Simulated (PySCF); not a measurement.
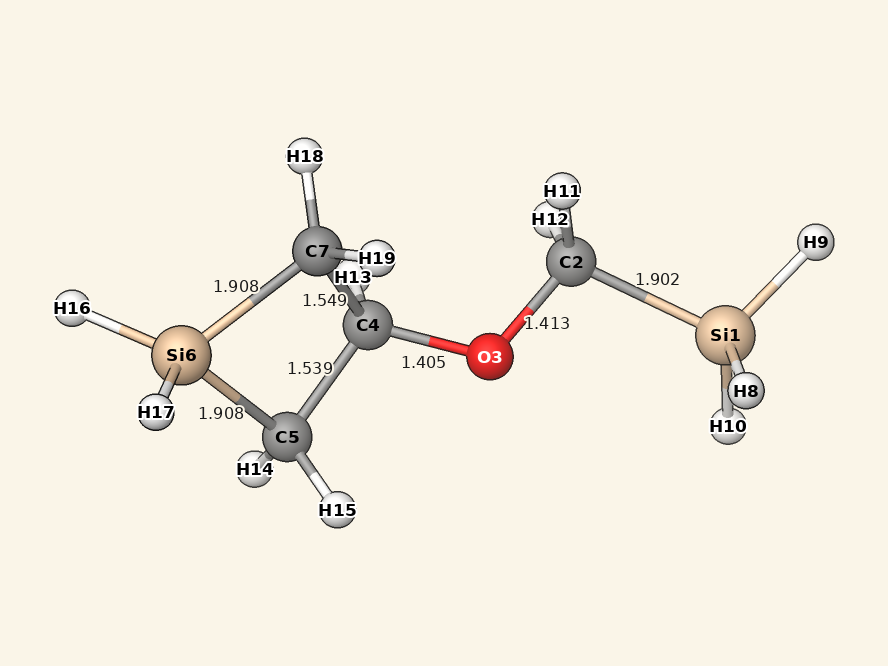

The numbers beside the sticks are distances in Å. Sticks don't show bond order. The geometry was computed by an optimisation with GFN2-xTB. No frequency run is at hand to confirm it as a minimum.

Question: Assign a bond order to each marked bond.

Answer: Si1–C2 single; C2–O3 single; O3–C4 single; C4–C5 single; C4–C7 single; C5–Si6 single; Si6–C7 single.

Question: Write the SMILES.

Answer: [SiH3]COC1C[SiH2]C1
